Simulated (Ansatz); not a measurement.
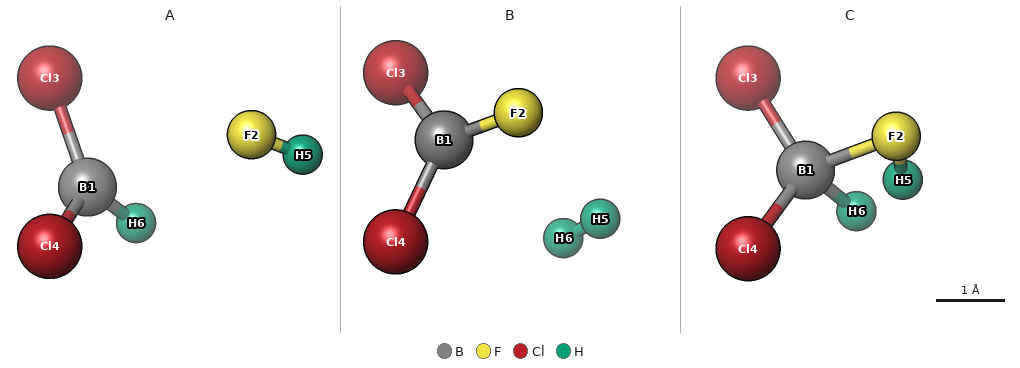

Three geometries of BH2Cl2F: a saddle point and the two relaxed ends that it joins, in shuffled order. Style: ball-and-stick. Shown at a tilt. Sticks join atoms that are closer than about 1.2 times the sum of their covalent radii (a little more with hydrogen).

Stationary points at PBE0-D4/def2-TZVP, single-point energies with CCSD(T)/CBS, PBE0-D4, r2SCAN-D4 (def2-TZVPP where no basis is named; Ansatz 0.2.0). The energies are electronic, without zero-point or thermal terms, and both ends are the relaxed geometries reached downhill from the saddle, with any fragments still in contact. CCSD(T)/CBS stands for a frozen-core estimate: MP2 correlation extrapolated from def2-TZVPP and def2-QZVPP, CCSD(T) minus MP2 from the smaller set.

Which frame is the transition state, what reaction does it lead through, and what barrier is to be expected?

Answer. Frame C is the saddle point. Counted by bonded pieces, B holds BCl₂F + H₂ and A holds BHCl₂ + HF. From B over the saddle to A, bonds form: B1–H6 (3.12 → 1.31 → 1.19 Å), F2–H5 (3.04 → 1.14 → 0.92 Å). Bonds break: B1–F2 (1.31 → 1.61 → 2.79 Å), H5–H6 (0.75 → 1.07 → 3.05 Å). The saddle has one imaginary mode, 1206i cm⁻¹. The end A keeps a soft imaginary mode of 90i cm⁻¹, so it isn't quite a minimum. With CCSD(T)/CBS the barrier is 213.3 kJ/mol from B and 110.7 kJ/mol from A, and A lies 102.6 kJ/mol above B.

```tsv
level	barrier from B (kJ/mol)	barrier from A (kJ/mol)	A less B (kJ/mol)
CCSD(T)/CBS	213.3	110.7	102.6
PBE0-D4	192.2	87.3	104.9
r2SCAN-D4	195.5	80.5	115.0
```

Against CCSD(T)/CBS, r2SCAN-D4 comes closest on the barrier from B (−17.8 kJ/mol) and PBE0-D4 misses most (−21.2 kJ/mol).

Limits of the set-up: the start holds two separate molecules, 3.0 Å apart at their closest, whose relative position is a soft coordinate.
